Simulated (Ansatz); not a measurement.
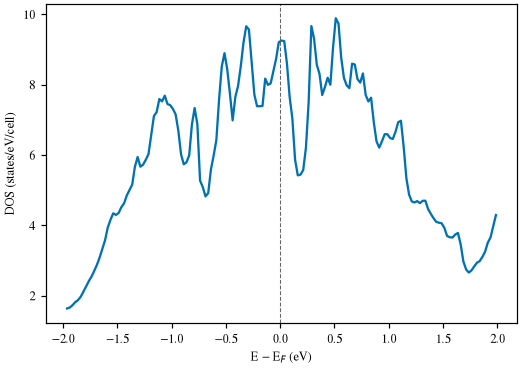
Figure: Density of states of ZrCu (Cm) near the Fermi level, PBEsol, rigid bands run with Ansatz (a quantum-chemistry and plane-wave program).

With 8 atoms a cell, what bare Sommerfeld coefficient γ = (π²/3) k_B² N(E_F) follows?

N(E_F) ≈ 8.9 states/eV a cell at 300 K, so γ ≈ 2.6 mJ/(mol of atoms·K²), before many-body enhancement (phonons, spin fluctuations, correlation).

How far does the Fermi level move in a rigid band for 0.1 electron a cell added or removed?

11 meV and -11 meV.

A metal at this level (no band gap); rigid bands, thermally averaged at 300 K, both spins. Spin-orbit coupling is left out. Geometry: cell and atoms relaxed with PBEsol.

Computed structure with no diffraction record at hand here (it may be known, metastable or hypothetical): ZrCu (Cm).
